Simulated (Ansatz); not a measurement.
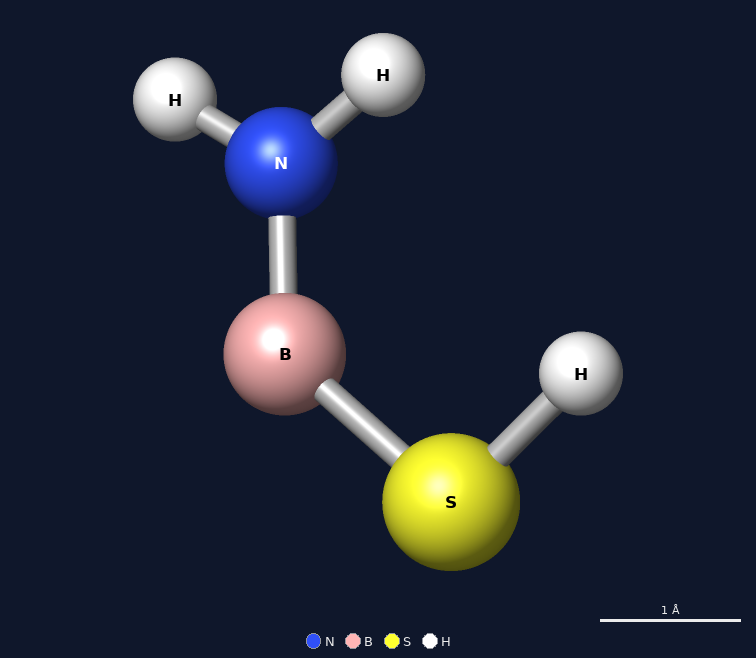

A ball-and-stick model of a molecule. Every bond is drawn as one stick, whatever its order.

State: neutral, doublet. Computed geometry: PBE0-D4/def2-TZVP optimisation. No frequency run is at hand to confirm it as a minimum.

**Which formula does it have?**

BH3NS, 6 atoms: 1 boron, 3 hydrogen, 1 nitrogen and 1 sulfur.

**How many atoms are distinct by symmetry?**

6: 1 N, 1 B, 1 S, 1 H, 1 H, 1 H.

**Which point group does it belong to?**

Cs.

**How many bonds of each kind are drawn?**

2 N–H, 1 B–N, 1 B–S, 1 S–H. Sticks follow a distance rule.

More results for the same structure follow; atom numbers are the same in all pictures, views and colours differ.

## Geometry

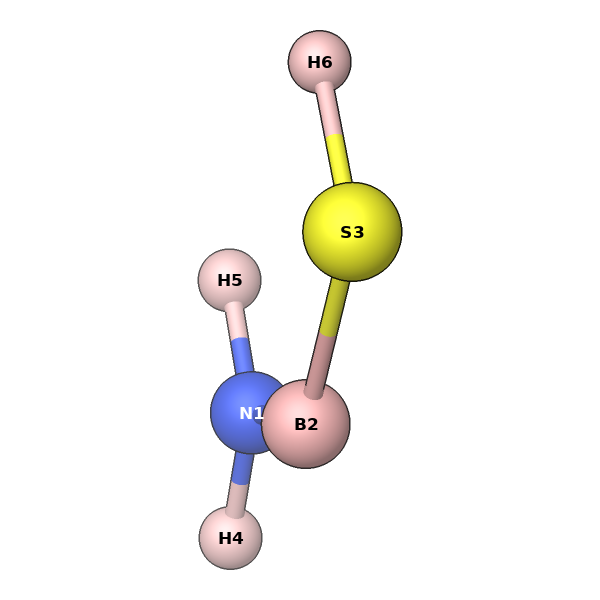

N1 lies behind B2. The molecule seen a little off the B2–N1 bond, B2 in front. Distant atoms are faded towards the background colour. No frequency run is at hand to confirm it as a minimum.

**What is the torsion angle S3–B2–N1–H4? The sign is positive where the front bond must turn clockwise to cover the back bond.**

180°, antiperiplanar (anti).

## Electronic properties

No frequency run is at hand to confirm it as a minimum. Properties computed with UHF-CCSD(T), frozen core/def2-TZVPP (Ansatz 0.2.0).

**Estimate the T1 diagnostic.**

0.014.

**Estimate the ⟨S²⟩ of the determinant.**

0.757.

## Charges

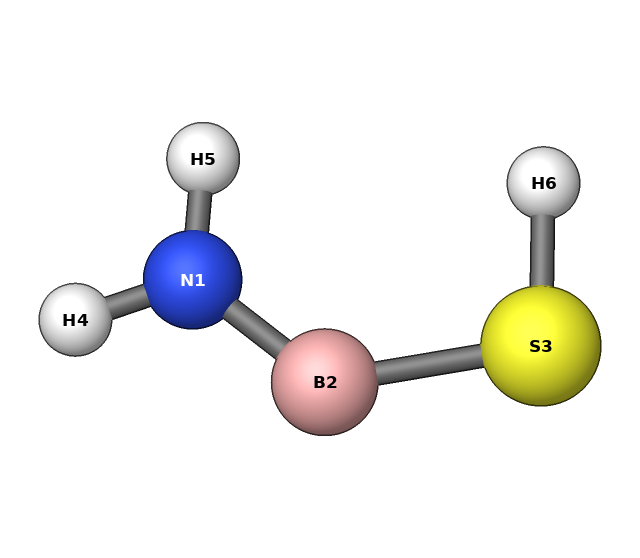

The questions are on Mulliken charges. No frequency run is at hand to confirm it as a minimum. Level of theory: UKS PBE0-D4/def2-TZVP (Ansatz 0.2.0).

**Which atom carries the highest charge (most positive or least negative)?**

H4 (0.26 e).

**And the lowest?**

N1 (−0.44 e).

Give the Mulliken charges atom by atom.

```tsv
atom	value (e)
N1	−0.44
B2	0.04
S3	−0.22
H4	0.26
H5	0.23
H6	0.13
```

## Dipole moment

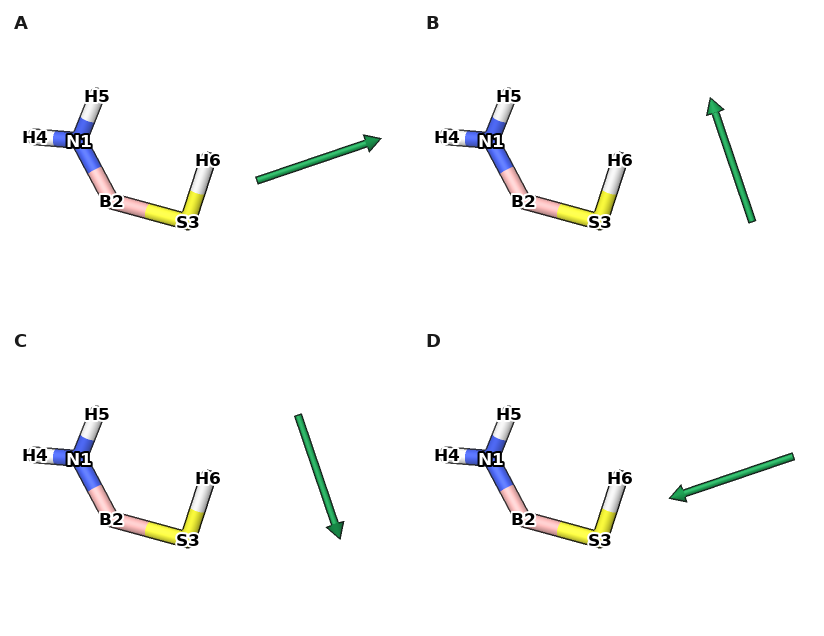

The same molecule four times, each with an arrow. No frequency run is at hand to confirm it as a minimum. Level of theory: UKS PBE0-D4/def2-TZVP (Ansatz 0.2.0).

**Which arrow points along the dipole moment, from the negative to the positive end?**

B. The dipole moment is 2.93 D; it points from the side of S3 to the side of H5 (the outermost atoms at the two ends).

Mulliken values depend strongly on the basis set and can even reverse the polarity of a bond.
